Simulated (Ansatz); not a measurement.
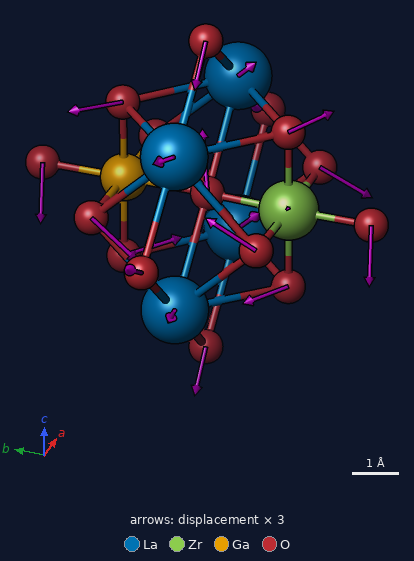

This is a relaxation of a defect cell of composition La$_{8}$Zr$_{2}$Ga$_{6}$O$_{24}$. The starting structure is drawn; purple arrows show the displacements, 3 times their true length.

The picture is a ball-and-stick view of the atoms within 4.2 Å of the atom that moves most (axes of the cell of the calculation), seen from a free direction.

Level of theory: DFT, PBEsol, PAW, plane waves (Ansatz). (plane-wave cutoff 420 eV; k-point mesh 1 × 1 × 1; mesh shifted by (0.25, 0.25, 0.25); no spin polarisation; atoms relaxed in a fixed cell; force threshold 0.03 eV/Å; at most 80 steps)

Question: What happened in the run?

Answer: Over 17 accepted moves (20 points after the start) the energy falls by 3.453 eV per cell of the calculation. Largest force component: 4.7 eV/Å at the start, 0.029 eV/Å at the end. The line search rejected the trial steps at points 4, 10, 18 of the run. The largest moves, 0.49 Å, are those of O atoms. Largest moves by element: O 0.49 Å, La 0.30 Å, Ga 0.07 Å, Zr 0.04 Å. The cell stays as it was. Near-neighbour distances that change, for instance: La–O 2.763 → 3.339 Å, La–O 2.734 → 3.279 Å, La–O 2.754 → 3.291 Å, La–O 2.724 → 3.232 Å. Among the angles between lasting bonds that change: Zr–O–Ga 178.7° → 152.6°, La–O–Ga 89.4° → 110.1°, La–O–La 178.3° → 160.6°.

Limits of the set-up: the periodic images lie only 7.7 Å apart, so the values are limited by the cell's size.
